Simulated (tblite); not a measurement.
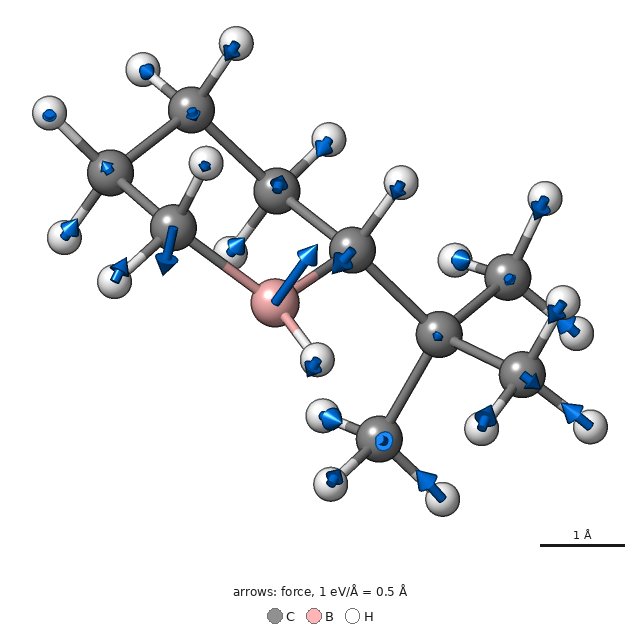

Starting geometry of C9H19B with the computed forces as blue arrows. A ball-and-stick model, seen from a free direction.

Level of theory: tblite, GFN2-xTB geometry optimisation, gas phase. 

### Is this structure relaxed? If not, where do the atoms go?

It isn't relaxed: the largest force vector, on the B atom, is 1.97 eV/Å. The final displacements have little in common with the starting forces (cosine between the two patterns 0.22). After 95 geometry steps the energy has fallen by 0.418 eV. An H atom moves most after the best rigid fit: 0.35 Å. Largest moves by element: H 0.35 Å, C 0.20 Å, B 0.11 Å. Some distances before and after: C–H 1.126 → 1.088 Å, B–C 1.610 → 1.583 Å, C–C 1.556 → 1.531 Å, C–C 1.579 → 1.554 Å. Bond angles that change, for instance: B–C–C 111.2° → 115.2°, B–C–H 109.0° → 112.6°, B–C–H 109.0° → 105.4°. Cost: 0.94 s on 1 thread of Arm Neoverse V1 (shared host).
